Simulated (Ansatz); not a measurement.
# 1-butyl-3-methylimidazolium tetrafluoroborate (C8H15BF4N2): the relaxed shape and its frontier levels

Aim: characterise 1-butyl-3-methylimidazolium tetrafluoroborate (C8H15BF4N2) as a singlet: its structure, frontier levels and distribution of charge.

Computed with Ansatz 0.2.0, Gaussian basis. Level: RKS PBE0-D4/def2-TZVP.

Plan: relaxation at PBE-D4/def2-SVP; a single point at PBE0-D4/def2-TZVP.

4 further runs of the same task are left out: 4 that didn't finish. Runs told in other sessions of the task aren't counted.

## Step 1: The system as given

SMILES `CCCCn1cc[n+](C)c1.F[B-](F)(F)F`, 30 atoms, charge 0, spin multiplicity 1.

Atoms are counted from 1 here; the program's logs count them from 0.

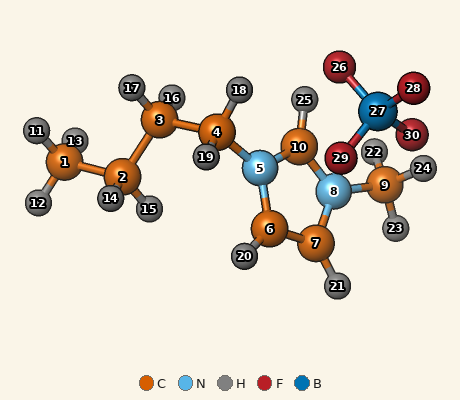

The starting geometry (colours as in the key); atoms are numbered from 1 in the order of the file.

Coordinates:

```tsv
atom	x (Å)	y (Å)	z (Å)
C1	-3.9554	-1.2544	0.6940
C2	-2.8002	-0.2669	0.5825
C3	-2.0645	-0.4210	-0.7479
C4	-0.9286	0.5882	-0.9212
N5	0.1411	0.3572	0.0176
C6	0.3631	1.0344	1.1740
C7	1.5084	0.5400	1.7190
N8	1.9614	-0.4363	0.8872
C9	3.2030	-1.1476	1.0104
C10	1.1188	-0.5263	-0.1351
H11	-4.6675	-1.0975	-0.1122
H12	-4.4746	-1.1293	1.6405
H13	-3.5928	-2.2781	0.6348
H14	-3.1888	0.7504	0.6631
H15	-2.1080	-0.4283	1.4127
H16	-1.6656	-1.4341	-0.8326
H17	-2.7714	-0.2742	-1.5650
H18	-0.5024	0.5210	-1.9242
H19	-1.2885	1.6065	-0.7707
H20	-0.2726	1.8284	1.5057
H21	2.0293	0.8227	2.6100
H22	3.0786	-2.1759	0.6759
H23	3.5345	-1.1311	2.0458
H24	3.9493	-0.6601	0.3794
H25	1.2513	-1.1590	-0.9902
F26	1.6672	0.5848	-2.5636
B27	2.4470	1.5792	-1.9535
F28	3.0663	2.3565	-2.8756
F29	1.5963	2.3233	-1.1346
F30	3.3652	0.9274	-1.1262
```

The start is a GFN2-xTB geometry.

## Step 2: Relaxation at PBE-D4/def2-SVP

Contents of in.yaml:

```yaml
crystal:
  periodic: [false, false, false]
  atoms:
    - {symbol: C, position_ang: [-3.955360, -1.254440, 0.694050]}
    - {symbol: C, position_ang: [-2.800180, -0.266860, 0.582520]}
    - {symbol: C, position_ang: [-2.064460, -0.420980, -0.747900]}
    - {symbol: C, position_ang: [-0.928620, 0.588170, -0.921190]}
    - {symbol: N, position_ang: [0.141090, 0.357200, 0.017570]}
    - {symbol: C, position_ang: [0.363100, 1.034350, 1.173970]}
    - {symbol: C, position_ang: [1.508440, 0.540020, 1.718970]}
    - {symbol: N, position_ang: [1.961450, -0.436280, 0.887180]}
    - {symbol: C, position_ang: [3.203000, -1.147580, 1.010430]}
    - {symbol: C, position_ang: [1.118840, -0.526270, -0.135110]}
    - {symbol: H, position_ang: [-4.667530, -1.097470, -0.112210]}
    - {symbol: H, position_ang: [-4.474610, -1.129270, 1.640550]}
    - {symbol: H, position_ang: [-3.592770, -2.278060, 0.634800]}
    - {symbol: H, position_ang: [-3.188790, 0.750400, 0.663050]}
    - {symbol: H, position_ang: [-2.107960, -0.428340, 1.412690]}
    - {symbol: H, position_ang: [-1.665550, -1.434130, -0.832620]}
    - {symbol: H, position_ang: [-2.771390, -0.274220, -1.565020]}
    - {symbol: H, position_ang: [-0.502360, 0.521030, -1.924150]}
    - {symbol: H, position_ang: [-1.288540, 1.606530, -0.770730]}
    - {symbol: H, position_ang: [-0.272640, 1.828380, 1.505710]}
    - {symbol: H, position_ang: [2.029250, 0.822720, 2.610030]}
    - {symbol: H, position_ang: [3.078620, -2.175870, 0.675900]}
    - {symbol: H, position_ang: [3.534530, -1.131050, 2.045840]}
    - {symbol: H, position_ang: [3.949250, -0.660110, 0.379380]}
    - {symbol: H, position_ang: [1.251260, -1.159040, -0.990200]}
    - {symbol: F, position_ang: [1.667190, 0.584780, -2.563580]}
    - {symbol: B, position_ang: [2.447000, 1.579220, -1.953530]}
    - {symbol: F, position_ang: [3.066250, 2.356520, -2.875640]}
    - {symbol: F, position_ang: [1.596330, 2.323320, -1.134610]}
    - {symbol: F, position_ang: [3.365170, 0.927350, -1.126170]}
basis:
  gaussian: {orbitals: def2-SVP}
hamiltonian: {xc: pbe, dispersion: d4}
scf: {lower_state_search: "off"}
output: {orbitals: {seedname: orbitals}}
relax: {f_tol: 0.03, max_steps: 70}
```

Launch:

```bash
> ansatz run in.yaml --threads 4 --pin off --events-out ev --progress --plain --max-ram 6963MiB
```

Output:

```text
Functional definition: PBE
  name "PBE"
  cite "Perdew, Burke & Ernzerhof, Phys. Rev. Lett. 77, 3865 (1996) doi:10.1103/PhysRevLett.77.3865"
  parent pbe
  parameter kappa = 0.804
  parameter beta = 0.06672455060314922
  exchange = pbe_x(kappa = kappa, mu = beta*pi^2/3)
  correlation = pbe_c(beta = beta)
these checks for a lower state are left out or cut short: stability, starts, cluster_reference, orbital_swaps, neighbouring_geometries, increment
3224 factors; their error is unknown
mean field evaluation 1: about -23006.0005 eV, gradient 9.7e1 eV
mean field evaluation 2: about -22985.1309 eV, gradient 1.4e2 eV
mean field evaluation 4: about -23026.8894 eV, gradient 9.6e0 eV
mean field evaluation 8: about -23027.0993 eV, gradient 1.1e-1 eV
mean field evaluation 16: about -23026.9243 eV, gradient 1.5e-3 eV
mean field -23026.92434508 eV, -846.2238614718 hartree, gradient 5.7e-6 eV, S^2 0.000000; 0 other end points of the search recorded, 0 dependent functions left out
the calculation of the forces begins
reference -23026.92440239 eV, -846.2238635777 hartree; 59, 59 occupied and 226, 226 virtual orbitals, 3224 factors
relax step   1: F+E_penalty+E_count = -23027.77779008 eV  Δ(F+E_penalty+E_count) = +0.000e0 eV  max|allowed force component| = 9.851e-1 eV/Å  Δτ_max = 0.0000 Å  (22 SCF iters, accepted)
these checks for a lower state are left out or cut short: stability, starts, cluster_reference, orbital_swaps, neighbouring_geometries, increment
3224 factors; their error is unknown
mean field evaluation 32: about -23027.1790 eV, gradient 1.3e-6 eV
mean field -23027.17895956 eV, -846.2332183812 hartree, gradient 1.4e-6 eV, S^2 0.000000; 0 other end points of the search recorded, 0 dependent functions left out
the calculation of the forces begins
reference -23027.17901682 eV, -846.2332204855 hartree; 59, 59 occupied and 226, 226 virtual orbitals, 3224 factors
relax step   2: F+E_penalty+E_count = -23028.02874482 eV  Δ(F+E_penalty+E_count) = -2.510e-1 eV  max|allowed force component| = 4.668e-1 eV/Å  Δτ_max = 0.0991 Å  (21 SCF iters, accepted)
these checks for a lower state are left out or cut short: stability, starts, cluster_reference, orbital_swaps, neighbouring_geometries, increment
3224 factors; their error is unknown
mean field -23027.24136909 eV, -846.2355118891 hartree, gradient 1.3e-6 eV, S^2 0.000000; 0 other end points of the search recorded, 0 dependent functions left out
the calculation of the forces begins
reference -23027.24142701 eV, -846.2355140176 hartree; 59, 59 occupied and 226, 226 virtual orbitals, 3224 factors
relax step   3: F+E_penalty+E_count = -23028.07290000 eV  Δ(F+E_penalty+E_count) = -4.416e-2 eV  max|allowed force component| = 1.432e-1 eV/Å  Δτ_max = 0.1535 Å  (21 SCF iters, accepted)
[... from here on, the SCF cycles and remarks between the steps are left out ...]
relax step   4: F+E_penalty+E_count = -23027.90630295 eV  Δ(F+E_penalty+E_count) = +1.666e-1 eV  max|allowed force component| = 1.387e0 eV/Å  Δτ_max = 0.1999 Å  (20 SCF iters, rejected (line search))
relax step   5: F+E_penalty+E_count = -23028.09326172 eV  Δ(F+E_penalty+E_count) = -2.036e-2 eV  max|allowed force component| = 9.060e-2 eV/Å  Δτ_max = 0.0969 Å  (21 SCF iters, accepted)
relax step   6: F+E_penalty+E_count = -23028.09981690 eV  Δ(F+E_penalty+E_count) = -6.555e-3 eV  max|allowed force component| = 7.089e-2 eV/Å  Δτ_max = 0.0620 Å  (21 SCF iters, accepted)
relax step   7: F+E_penalty+E_count = -23028.11366044 eV  Δ(F+E_penalty+E_count) = -1.384e-2 eV  max|allowed force component| = 8.295e-2 eV/Å  Δτ_max = 0.1482 Å  (21 SCF iters, accepted)
relax step   8: F+E_penalty+E_count = -23028.12662383 eV  Δ(F+E_penalty+E_count) = -1.296e-2 eV  max|allowed force component| = 1.243e-1 eV/Å  Δτ_max = 0.1950 Å  (20 SCF iters, accepted)
relax step   9: F+E_penalty+E_count = -23028.13204723 eV  Δ(F+E_penalty+E_count) = -5.423e-3 eV  max|allowed force component| = 2.033e-1 eV/Å  Δτ_max = 0.1843 Å  (20 SCF iters, accepted)
relax step  10: F+E_penalty+E_count = -23028.13763827 eV  Δ(F+E_penalty+E_count) = -5.591e-3 eV  max|allowed force component| = 1.406e-1 eV/Å  Δτ_max = 0.0230 Å  (22 SCF iters, accepted)
relax step  11: F+E_penalty+E_count = -23028.14021059 eV  Δ(F+E_penalty+E_count) = -2.572e-3 eV  max|allowed force component| = 4.535e-2 eV/Å  Δτ_max = 0.0379 Å  (22 SCF iters, accepted)
relax step  12: F+E_penalty+E_count = -23028.14141842 eV  Δ(F+E_penalty+E_count) = -1.208e-3 eV  max|allowed force component| = 3.324e-2 eV/Å  Δτ_max = 0.0471 Å  (21 SCF iters, accepted)
relax step  13: F+E_penalty+E_count = -23028.14252042 eV  Δ(F+E_penalty+E_count) = -1.102e-3 eV  max|allowed force component| = 5.590e-2 eV/Å  Δτ_max = 0.0633 Å  (21 SCF iters, accepted)
relax step  14: F+E_penalty+E_count = -23028.14355354 eV  Δ(F+E_penalty+E_count) = -1.033e-3 eV  max|allowed force component| = 1.547e-1 eV/Å  Δτ_max = 0.0776 Å  (21 SCF iters, accepted)
relax step  15: F+E_penalty+E_count = -23028.14539667 eV  Δ(F+E_penalty+E_count) = -1.843e-3 eV  max|allowed force component| = 1.247e-1 eV/Å  Δτ_max = 0.0304 Å  (22 SCF iters, accepted)
relax step  16: F+E_penalty+E_count = -23028.14777562 eV  Δ(F+E_penalty+E_count) = -2.379e-3 eV  max|allowed force component| = 1.628e-1 eV/Å  Δτ_max = 0.1421 Å  (20 SCF iters, accepted)
relax step  17: F+E_penalty+E_count = -23028.14789548 eV  Δ(F+E_penalty+E_count) = -1.199e-4 eV  max|allowed force component| = 2.984e-1 eV/Å  Δτ_max = 0.0810 Å  (21 SCF iters, accepted)
relax step  18: F+E_penalty+E_count = -23028.15299206 eV  Δ(F+E_penalty+E_count) = -5.097e-3 eV  max|allowed force component| = 1.575e-1 eV/Å  Δτ_max = 0.1123 Å  (21 SCF iters, accepted)
relax step  19: F+E_penalty+E_count = -23028.15749891 eV  Δ(F+E_penalty+E_count) = -4.507e-3 eV  max|allowed force component| = 7.743e-2 eV/Å  Δτ_max = 0.0370 Å  (21 SCF iters, accepted)
relax step  20: F+E_penalty+E_count = -23028.16020063 eV  Δ(F+E_penalty+E_count) = -2.702e-3 eV  max|allowed force component| = 4.684e-2 eV/Å  Δτ_max = 0.0576 Å  (21 SCF iters, accepted)
relax step  21: F+E_penalty+E_count = -23028.16149139 eV  Δ(F+E_penalty+E_count) = -1.291e-3 eV  max|allowed force component| = 1.709e-1 eV/Å  Δτ_max = 0.1174 Å  (21 SCF iters, accepted)
relax step  22: F+E_penalty+E_count = -23028.16308572 eV  Δ(F+E_penalty+E_count) = -1.594e-3 eV  max|allowed force component| = 7.700e-2 eV/Å  Δτ_max = 0.0110 Å  (23 SCF iters, accepted)
relax step  23: F+E_penalty+E_count = -23028.16331888 eV  Δ(F+E_penalty+E_count) = -2.332e-4 eV  max|allowed force component| = 4.988e-2 eV/Å  Δτ_max = 0.0360 Å  (21 SCF iters, accepted)
these checks for a lower state are left out or cut short: stability, starts, cluster_reference, orbital_swaps, neighbouring_geometries, increment
3224 factors; their error is unknown
mean field -23027.35339941 eV, -846.2396289275 hartree, gradient 1.5e-6 eV, S^2 0.000000; 0 other end points of the search recorded, 0 dependent functions left out
the calculation of the forces begins
reference -23027.35345693 eV, -846.2396310414 hartree; 59, 59 occupied and 226, 226 virtual orbitals, 3224 factors
relax step  24: F+E_penalty+E_count = -23028.16436035 eV  Δ(F+E_penalty+E_count) = -1.041e-3 eV  max|allowed force component| = 2.595e-2 eV/Å  Δτ_max = 0.0199 Å  (22 SCF iters, accepted)
Total energy: -23028.16441787 eV, -846.2694333061 hartree
Atom 0 at    -4.048554    -1.306507     0.414397 Å, force     0.006091     0.004021     0.000044 eV/Å
Atom 1 at    -2.878964    -0.332638     0.567258 Å, force    -0.001079    -0.002279    -0.005453 eV/Å
Atom 2 at    -2.052961    -0.181775    -0.714308 Å, force    -0.014472    -0.006886     0.001742 eV/Å
Atom 3 at    -0.906839     0.826047    -0.641853 Å, force     0.008401    -0.001089     0.008952 eV/Å
Atom 4 at     0.131990     0.455761     0.333378 Å, force    -0.024279    -0.022282     0.012788 eV/Å
Atom 5 at     0.210476     0.814531     1.667483 Å, force    -0.001899     0.025946    -0.000618 eV/Å
Atom 6 at     1.419096     0.355069     2.136512 Å, force     0.008829    -0.025697    -0.007432 eV/Å
Atom 7 at     2.048993    -0.275865     1.074574 Å, force    -0.001658     0.006935    -0.000208 eV/Å
Atom 8 at     3.400955    -0.831271     1.049347 Å, force    -0.012174    -0.010877    -0.003977 eV/Å
Atom 9 at     1.252287    -0.201045    -0.004976 Å, force     0.022523     0.015913    -0.012418 eV/Å
Atom 10 at    -4.748148    -0.974683    -0.380593 Å, force     0.000604    -0.000282    -0.000506 eV/Å
Atom 11 at    -4.628997    -1.399251     1.353938 Å, force     0.000495    -0.000210    -0.000639 eV/Å
Atom 12 at    -3.693558    -2.321138     0.138322 Å, force    -0.000410    -0.000116    -0.000642 eV/Å
Atom 13 at    -3.260775     0.667404     0.874493 Å, force     0.000257    -0.000315     0.000732 eV/Å
Atom 14 at    -2.222374    -0.675977     1.397552 Å, force     0.000600    -0.000193    -0.000179 eV/Å
Atom 15 at    -1.646558    -1.169142    -1.026188 Å, force     0.003112     0.003575    -0.001380 eV/Å
Atom 16 at    -2.711874     0.145085    -1.547645 Å, force    -0.000622    -0.000466     0.000975 eV/Å
Atom 17 at    -0.378541     0.914500    -1.611400 Å, force    -0.000965     0.004476     0.003458 eV/Å
Atom 18 at    -1.268063     1.833007    -0.352755 Å, force    -0.001209     0.002334    -0.002261 eV/Å
Atom 19 at    -0.581779     1.380350     2.165121 Å, force     0.001808     0.002235    -0.000356 eV/Å
Atom 20 at     1.883231     0.434975     3.123549 Å, force    -0.004130     0.000061     0.001848 eV/Å
Atom 21 at     3.380555    -1.918486     1.260962 Å, force    -0.002650     0.005569     0.002032 eV/Å
Atom 22 at     4.011783    -0.319572     1.814462 Å, force     0.003389     0.008208    -0.006036 eV/Å
Atom 23 at     3.818016    -0.635038     0.041999 Å, force     0.004438    -0.001508     0.009974 eV/Å
Atom 24 at     1.494674    -0.527497    -1.028282 Å, force     0.001647    -0.004334     0.004368 eV/Å
Atom 25 at     1.308471     0.215096    -2.801667 Å, force     0.003473     0.005965     0.004936 eV/Å
Atom 26 at     2.416599     1.080562    -2.446532 Å, force    -0.007404    -0.015871    -0.023959 eV/Å
Atom 27 at     2.909635     1.725819    -3.554785 Å, force    -0.000024     0.001836     0.007107 eV/Å
Atom 28 at     1.936023     1.982798    -1.463461 Å, force     0.001560     0.003725     0.005275 eV/Å
Atom 29 at     3.405212     0.238903    -1.838922 Å, force     0.005748     0.001609     0.001834 eV/Å
Dipole moment:    -0.980839    -0.693600     2.098859 e Å
Checks for a lower state left out: stability, starts, cluster_reference, orbital_swaps, neighbouring_geometries, increment
```

Wall time 2.5 min (4 threads of Arm Neoverse V1, shared host); peak memory 0.59 GiB.

Step by step: (the energy doesn't fall at every step)

```tsv
step	energy from step 1 (eV)	largest force component (eV/Å)
1	0.0000	0.9851
2	-0.2510	0.4668
3	-0.2951	0.1432
4	-0.1285	1.3871
5	-0.3155	0.0906
6	-0.3220	0.0709
7	-0.3359	0.0829
8	-0.3488	0.1243
9	-0.3543	0.2033
10	-0.3598	0.1406
11	-0.3624	0.0454
12	-0.3636	0.0332
13	-0.3647	0.0559
14	-0.3658	0.1547
15	-0.3676	0.1247
16	-0.3700	0.1628
17	-0.3701	0.2984
18	-0.3752	0.1575
19	-0.3797	0.0774
20	-0.3824	0.0468
21	-0.3837	0.1709
22	-0.3853	0.0770
23	-0.3855	0.0499
24	-0.3866	0.0259
```

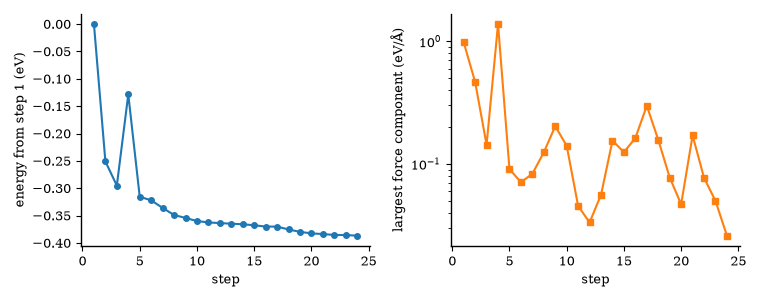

Energy and force, step by step.

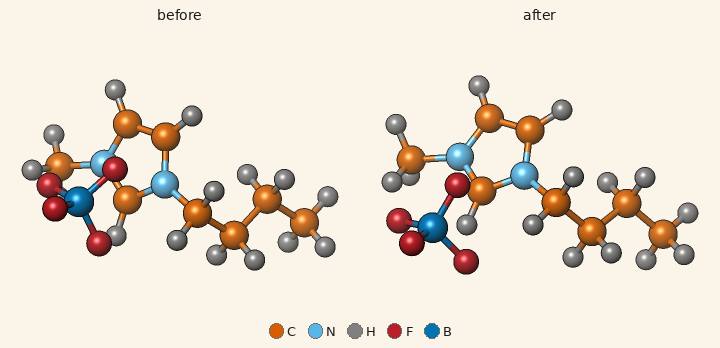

The geometry before (left) and after (right).

Distances of close pairs at the start and the end, largest changes first:

```tsv
bond	before (Å)	after (Å)	change (Å)
F26–B27	1.403	1.450	+0.047
B27–F30	1.397	1.434	+0.036
C4–N5	1.442	1.472	+0.030
C10–H25	1.072	1.101	+0.029
C7–N8	1.360	1.387	+0.026
N8–C9	1.436	1.462	+0.026
N5–C6	1.358	1.384	+0.025
C7–H21	1.070	1.094	+0.024
```

Bonds by kind at the end (by distance):

```tsv
bond	count	shortest (Å)	longest (Å)
C–N	6	1.342	1.472
B–F	4	1.374	1.450
C–C	4	1.375	1.532
C–H	15	1.093	1.114
```

## Step 3: Single point, PBE0-D4/def2-TZVP

start.molden holds the orbitals of an earlier run on this state, given as this run's starting guess.

Contents of in.yaml:

```yaml
crystal:
  periodic: [false, false, false]
  atoms:
    - {symbol: C, position_ang: [-4.048554, -1.306507, 0.414397]}
    - {symbol: C, position_ang: [-2.878964, -0.332638, 0.567258]}
    - {symbol: C, position_ang: [-2.052961, -0.181775, -0.714308]}
    - {symbol: C, position_ang: [-0.906839, 0.826047, -0.641853]}
    - {symbol: N, position_ang: [0.131990, 0.455761, 0.333378]}
    - {symbol: C, position_ang: [0.210476, 0.814531, 1.667483]}
    - {symbol: C, position_ang: [1.419096, 0.355069, 2.136512]}
    - {symbol: N, position_ang: [2.048993, -0.275865, 1.074574]}
    - {symbol: C, position_ang: [3.400955, -0.831271, 1.049347]}
    - {symbol: C, position_ang: [1.252287, -0.201045, -0.004976]}
    - {symbol: H, position_ang: [-4.748148, -0.974683, -0.380593]}
    - {symbol: H, position_ang: [-4.628997, -1.399251, 1.353938]}
    - {symbol: H, position_ang: [-3.693558, -2.321138, 0.138322]}
    - {symbol: H, position_ang: [-3.260775, 0.667404, 0.874493]}
    - {symbol: H, position_ang: [-2.222374, -0.675977, 1.397552]}
    - {symbol: H, position_ang: [-1.646558, -1.169142, -1.026188]}
    - {symbol: H, position_ang: [-2.711874, 0.145085, -1.547645]}
    - {symbol: H, position_ang: [-0.378541, 0.914500, -1.611400]}
    - {symbol: H, position_ang: [-1.268063, 1.833007, -0.352755]}
    - {symbol: H, position_ang: [-0.581779, 1.380350, 2.165121]}
    - {symbol: H, position_ang: [1.883231, 0.434975, 3.123549]}
    - {symbol: H, position_ang: [3.380555, -1.918486, 1.260962]}
    - {symbol: H, position_ang: [4.011783, -0.319572, 1.814462]}
    - {symbol: H, position_ang: [3.818016, -0.635038, 0.041999]}
    - {symbol: H, position_ang: [1.494674, -0.527497, -1.028282]}
    - {symbol: F, position_ang: [1.308471, 0.215096, -2.801667]}
    - {symbol: B, position_ang: [2.416599, 1.080562, -2.446532]}
    - {symbol: F, position_ang: [2.909635, 1.725819, -3.554785]}
    - {symbol: F, position_ang: [1.936023, 1.982798, -1.463461]}
    - {symbol: F, position_ang: [3.405212, 0.238903, -1.838922]}
basis:
  gaussian: {orbitals: def2-TZVP, initial_orbitals: start.molden}
hamiltonian: {xc: pbe0, dispersion: d4}
scf: {omitted_lower_state_checks: [starts]}
output: {orbitals: {seedname: orbitals}}
```

The command is unchanged.

Output:

```text
Functional definition: PBE0
  name "PBE0"
  cite "Adamo & Barone, J. Chem. Phys. 110, 6158 (1999) doi:10.1063/1.478522"
  cite "Perdew, Burke & Ernzerhof, Phys. Rev. Lett. 77, 3865 (1996) doi:10.1103/PhysRevLett.77.3865"
  parent pbe
  parameter a = 0.25
  parameter kappa = 0.804
  parameter beta = 0.06672455060314922
  exchange = (1 - a)*pbe_x(kappa = kappa, mu = beta*pi^2/3) + a*exact_x
  correlation = pbe_c(beta = beta)
these checks for a lower state are left out or cut short: starts
3203 factors; their error is unknown
mean field evaluation 1: about -23043.7448 eV, gradient 2.9e2 eV
mean field evaluation 2: about -23054.8187 eV, gradient 1.1e1 eV
mean field evaluation 4: about -23055.0796 eV, gradient 8.3e-1 eV
mean field evaluation 8: about -23055.0808 eV, gradient 1.7e-5 eV
mean field -23055.08081603 eV, -847.2585926940 hartree, gradient 1.7e-5 eV, S^2 0.000000; 0 other end points of the search recorded, 0 dependent functions left out
reference -23055.08086892 eV, -847.2585946377 hartree; 59, 59 occupied and 496, 496 virtual orbitals, 3203 factors
Total energy: -23055.77847358 eV, -847.2842311361 hartree
Checks for a lower state left out: starts
```

Run time: 46 s. Hardware: 4 threads of Arm Neoverse V1, shared host; peak memory 3.5 GiB.

From the report: HOMO -8.21 eV, LUMO -1.02 eV.

Mulliken charges, from this run's orbitals:

C1 -0.37; C2 -0.21; C3 -0.22; C4 -0.20; N5 0.08; C6 -0.14; C7 -0.11; N8 0.05; C9 -0.35; C10 -0.01; H11 0.12; H12 0.13; H13 0.12; H14 0.10; H15 0.11; H16 0.12; H17 0.13; H18 0.22; H19 0.15; H20 0.18; H21 0.18; H22 0.15; H23 0.15; H24 0.23; H25 0.28; F26 -0.39; B27 0.61; F28 -0.34; F29 -0.37; F30 -0.39

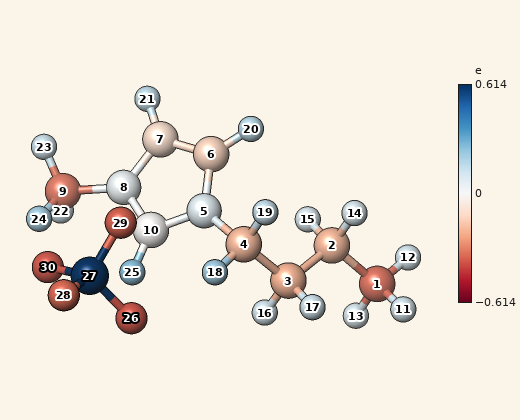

Mulliken charges, from this run's orbitals, as colours on the atoms.

Largest Mayer bond orders: C6–C7 1.66; N5–C10 1.37; N8–C10 1.36; N5–C6 1.18; C7–N8 1.17; B27–F28 1.10; C1–C2 1.02; C2–C3 1.01; C3–C4 1.00; C1–H11 0.97.

## Step 4: Results

```
                       quantity                          value
                    point group                             C1
 commonest bond, hydrogen aside  C–N, 6 of mean length 1.398 Å
HOMO, LUMO at PBE0-D4/def2-TZVP                -8.21, -1.02 eV
      dipole at PBE-D4/def2-SVP                        11.62 D
```

The molecule keeps its bonding pattern by the stored test; the atoms moved 0.55 Å (rms). No usable vibrations, so a minimum isn't proven. The point group is read from a loosely relaxed geometry; soft torsions can leave it below the true symmetry.
